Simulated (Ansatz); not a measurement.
# C2H6GeO2Si: up Jacob's ladder to CCSD(T)

Aim: compute C2H6GeO2Si with functionals from several rungs and with coupled cluster, and see how far each lands from CCSD(T) at the basis-set limit for the atomisation energy.

Program: Ansatz 0.2.0, Gaussian basis. Level of theory: functionals in def2-TZVPP, the program's frozen cores in correlated methods. These are calculated values, not measurements.

The runs, in order: PBE-D4, r2SCAN-D4, PBE0-D4, B3LYP-D4, ωB97X-V, ωB97M-V, B2PLYP; CCSD(T)/def2-TZVPP; MP2/def2-QZVPP; extrapolation to the limit.

## Step 1: The geometry

The geometry comes from an earlier relaxation with PBE0-D4 in a triple-zeta def2 set; it is a stationary point, not always the lowest conformer.

SMILES `O[SiH](O)C#[C][GeH3]`, 12 atoms, charge 0, spin multiplicity 1.

Atoms are counted from 1 here; the program's logs count them from 0.

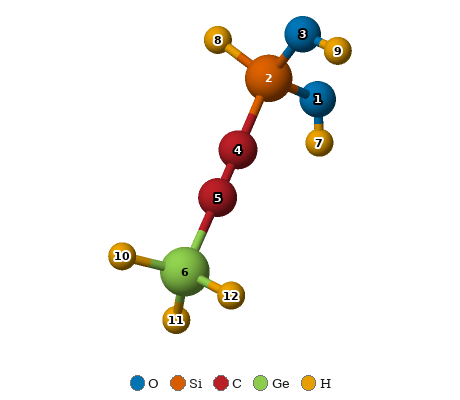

The structure; oxygen blue, silicon orange, carbon red, germanium green, hydrogen amber; atoms are numbered from 1 in the order of the file.

As a file:

```xyz
12

O    -0.5896   -2.6241   -1.0491
Si    0.7578   -1.7803   -0.6513
O     1.5690   -2.5110    0.5597
C     0.2205   -0.0922   -0.1821
C    -0.1476    1.0261    0.1157
Ge   -0.6997    2.7861    0.5836
H    -1.4089   -2.1312   -1.1063
H     1.7117   -1.7322   -1.7721
H     1.1131   -2.6460    1.3920
H     0.4909    3.7334    0.4035
H    -1.8544    3.1944   -0.3383
H    -1.1627    2.7771    2.0448
```

## Step 2: PBE-D4 (GGA)

The input, in.yaml:

```yaml
crystal:
  periodic: [false, false, false]
  atoms:
    - {symbol: O, position_ang: [-0.589569, -2.624144, -1.049146]}
    - {symbol: Si, position_ang: [0.757806, -1.780316, -0.651272]}
    - {symbol: O, position_ang: [1.569029, -2.511039, 0.559693]}
    - {symbol: C, position_ang: [0.220463, -0.092198, -0.182098]}
    - {symbol: C, position_ang: [-0.147629, 1.026064, 0.115663]}
    - {symbol: Ge, position_ang: [-0.699748, 2.786122, 0.583598]}
    - {symbol: H, position_ang: [-1.408854, -2.131172, -1.106308]}
    - {symbol: H, position_ang: [1.711660, -1.732176, -1.772106]}
    - {symbol: H, position_ang: [1.113057, -2.645974, 1.391955]}
    - {symbol: H, position_ang: [0.490894, 3.733390, 0.403535]}
    - {symbol: H, position_ang: [-1.854378, 3.194384, -0.338273]}
    - {symbol: H, position_ang: [-1.162731, 2.777057, 2.044759]}
basis:
  gaussian: {orbitals: def2-TZVPP}
hamiltonian: {xc: pbe, dispersion: d4}
output: {forces: true, orbitals: {seedname: orbitals}}
```

The run is started by

```
ansatz run in.yaml --threads 2 --pin off --events-out ev --progress --plain --max-ram 22528MiB --backend cuda --devices 0, --max-vram 18GiB
```

Further steps of the session: r2SCAN-D4 (meta-GGA); PBE0-D4 (hybrid); B3LYP-D4 (hybrid); ωB97X-V (range-separated); ωB97M-V (range-separated); B2PLYP (double hybrid); CCSD(T) in def2-TZVPP; MP2 in def2-QZVPP.

Q: Predict the results of all the runs planned. Wanted: atomisation energy, CCSD(T)/CBS; farthest; mean size of error, hybrid; mean size of error, range-separated; gap, smallest and largest; T1 diagnostic; triples share of the correlation energy.

As calculated:

| quantity | value |
| --- | --- |
| atomisation energy, CCSD(T)/CBS | 47.651 eV |
| functionals within 0.477 eV (1.0 %) | PBE-D4, r2SCAN-D4, ωB97X-V, ωB97M-V |
| farthest | B2PLYP (-0.726 eV) |
| mean size of error, hybrid | 0.590 eV |
| mean size of error, range-separated | 0.226 eV |
| gap, smallest and largest | 5.50 eV (PBE-D4), 12.11 eV (ωB97X-V) |
| T1 diagnostic | 0.0125 |
| triples share of the correlation energy | 4.0 % |

PBE-D4 is off by +0.330 eV. Double hybrids carry the basis error of their MP2 part in triple zeta, and no dispersion term here, so their miss is partly the set-up's. The reference freezes the cores and leaves out relativity and excitations past (T), and its outer-core shells are covered unevenly, so misses under about 0.477 eV can't be ranked. Hartree-Fock recovers 71 % of the binding; the rest is correlation. The gap grows from 5.5 to 12.1 eV across the functionals, mostly with the share of exact exchange. Correlated methods include outer-core shells of Ge, which these sets cover unevenly.
